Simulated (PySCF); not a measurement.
A series of small molecules: trihydrides MH3 of group 15.

Gas-phase molecules at GFN2-xTB geometries (not checked as minima at the level of the calculation), B3LYP/def2-SVPD with PySCF. The ionisation energy is E(cation) − E(neutral) at fixed geometry, without spin-orbit coupling. LUMO energies depend on the basis. GFN2-xTB bonds to atoms past the second row can be off by 0.02 to 0.07 Å and angles by up to several degrees, which can move orbital and ionisation energies by up to 0.5 eV and charges by 0.01 to 0.02 e, so small steps and misses may come from the geometries. Volumes are summed on a coarse grid and good to about 2 %. Core potentials replace the inner electrons of Bi and Sb. Electronegativities are Pauling's, radii Cordero's.

| molecule | electronegativity of M | covalent radius of M (Å) | Hirshfeld charge of the central atom (e) | HOMO energy (eV) | vertical ionisation energy (eV) | HOMO–LUMO gap (eV) | volume inside the 0.001 a.u. surface (Å³) |
| --- | --- | --- | --- | --- | --- | --- | --- |
| NH3 | 3.04 | 0.71 | −0.286 | −7.39 | 10.93 | 7.99 | 36 |
| PH3 | 2.19 | 1.07 | 0.065 | −7.64 | 10.63 | 8.24 | 55 |
| AsH3 | 2.18 | 1.19 | 0.114 | −7.76 | 10.70 | 8.00 | 60 |
| SbH3 | 2.05 | 1.39 | ? | ? | ? | ? | ? |
| BiH3 | 2.02 | 1.48 | 0.266 | −7.58 | 10.19 | 7.15 | 76 |

The results for SbH3 are withheld.

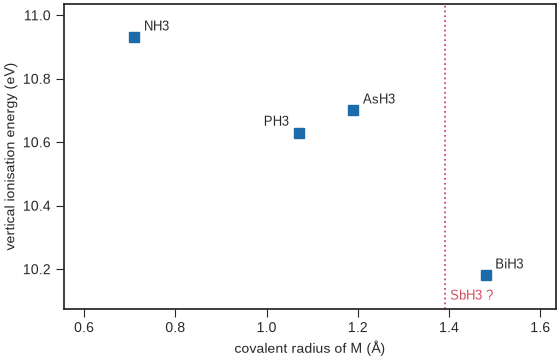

**Estimate the vertical ionisation energy for SbH3 from its trend with the covalent radius of M.**

A least-squares line through the four given members is y = 11.63 − 0.92 x, with R² = 0.87 and a scatter of 0.14 eV; AsH3 lies farthest from it (+0.16 eV). At x = 1.39 it gives 10.35 eV. For a new member the 90 % prediction interval is ±0.49 eV.

**What did the calculation give?**

The calculation gives 10.13 eV, 0.22 eV below the estimate (1.6 times the scatter, 28 % of the range of the series): inside the wide prediction interval, but a poor estimate. Its other results: Hirshfeld charge of the central atom 0.219 e, HOMO energy −7.43 eV, HOMO–LUMO gap 7.11 eV and volume inside the 0.001 a.u. surface 72 Å³.

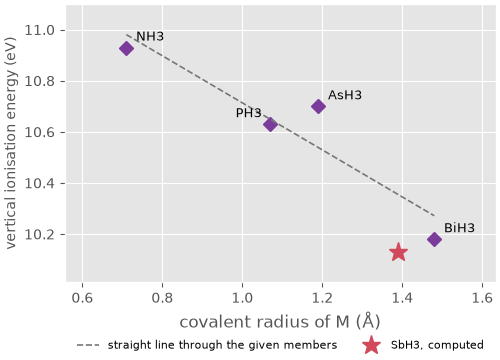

Over the series −ε(HOMO) lies 2.61 to 3.54 eV below the ionisation energy from total-energy differences, since this functional puts filled levels too high (delocalisation error). The pairing was chosen among those with R² above 0.80; series and pairings with weaker trends are left out of this set.

The single runs took from 2 s to 26 s, on 1 thread of shared hosts (four kinds of processor).
